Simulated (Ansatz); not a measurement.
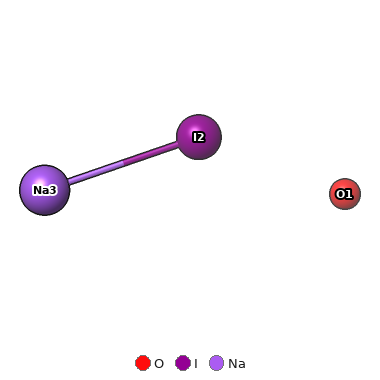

The system is O + INa, spin multiplicity 3; the picture shows the reference structure. 
- Coordinates scanned: (1) distance O1–I2; (2) distance I2–Na3.
- Nothing is relaxed (the angle O1–I2–Na3 is fixed at 140 degrees).
- The grid has 11 × 11 points.
- Points are written as (first, second).
- All energies are given in eV relative to the lowest grid point.
- Method: Ansatz, UKS PBE0-D4/def2-SVPD.

Its coordinates:

```xyz
3

O    -2.6150    0.0000    0.0000
I     0.0000    0.0000    0.0000
Na    2.0959    1.7587    0.0000
```

Range: distance O1–I2 from 1.640 to 4.040 Å; distance I2–Na3 from 2.440 to 4.840 Å.

Question: Predict the map.

Answer: The lowest grid point is at (2.615 Å, 2.736 Å). No other kind of well shows on this grid. The highest grid point, (1.640 Å, 2.440 Å), lies 3.62 eV above the lowest.

```csv
"distance I2–Na3 ↓, distance O1–I2 →",1.640,1.760,1.936,2.142,2.369,2.615,2.875,3.150,3.436,3.733,4.040
4.840,2.69,1.56,1.13,1.27,1.48,1.65,1.77,1.88,1.97,2.04,2.09
4.533,2.67,1.54,1.08,1.16,1.32,1.45,1.55,1.66,1.74,1.81,1.85
4.236,2.66,1.51,1.02,1.03,1.13,1.21,1.31,1.40,1.49,1.55,1.59
3.950,2.64,1.48,0.94,0.88,0.91,0.96,1.04,1.13,1.21,1.27,1.31
3.675,2.64,1.46,0.86,0.71,0.67,0.69,0.77,0.86,0.93,0.99,1.03
3.415,2.68,1.47,0.80,0.55,0.45,0.45,0.52,0.60,0.67,0.72,0.76
3.169,2.73,1.48,0.73,0.39,0.24,0.22,0.28,0.35,0.42,0.47,0.50
2.942,2.82,1.54,0.71,0.28,0.09,0.05,0.10,0.17,0.23,0.28,0.31
2.736,3.00,1.68,0.77,0.27,0.05,0.00,0.04,0.10,0.16,0.21,0.24
2.560,3.29,1.94,0.96,0.42,0.16,0.10,0.14,0.20,0.25,0.29,0.32
2.440,3.62,2.24,1.22,0.64,0.37,0.31,0.34,0.39,0.45,0.48,0.51
```

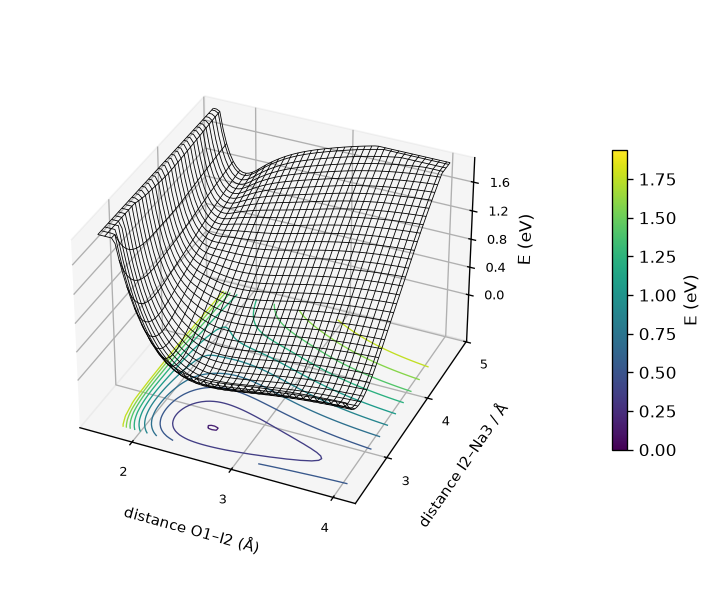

Drawn: a relief with its contours projected below, any walls above the top of the colour scale cut off. Between grid points the surface is interpolated.

Time for the 121 points that were run: 70 min on 1 thread of Arm Neoverse N1, on a shared host.
